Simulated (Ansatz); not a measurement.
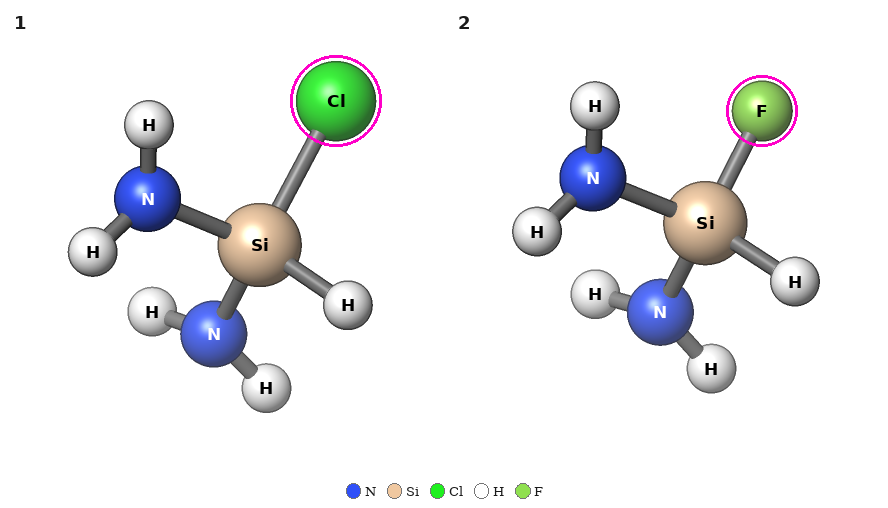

2 molecules with one skeleton, seen from the same side and at one scale; the atom that differs is circled. Each species is neutral and a spin singlet. Computed geometries: PBE0-D4/def2-TZVP optimisations, one conformation each. Properties computed with Ansatz 0.2.0.

One atom differs, called X below: Cl in panel 1, F in panel 2. Their formulas are ClH5N2Si (`N[SiH](N)Cl`), FH5N2Si (`N[SiH](N)F`).

**In which is the length of X–Si larger (PBE0-D4/def2-TZVP)?**

In panel 1 (X = Cl).

Give the values. With PBE0-D4/def2-TZVP: length of X–Si (Å), smallest angle N–Si–X (°), largest angle N–Si–X (°). With ωB97M-V/def2-QZVPP: HOMO energy (Kohn–Sham orbital) (eV), HOMO–LUMO gap (eV).

```tsv
quantity	1 (Cl)	2 (F)	2 − 1
length of X–Si (Å)	2.073	1.604	−0.469
smallest angle N–Si–X (°)	103.8	103.7	−0.1
largest angle N–Si–X (°)	116.7	116.3	−0.4
HOMO energy (Kohn–Sham orbital) (eV)	−10.17	−10.11	+0.06
HOMO–LUMO gap (eV)	11.88	11.86	−0.02
```
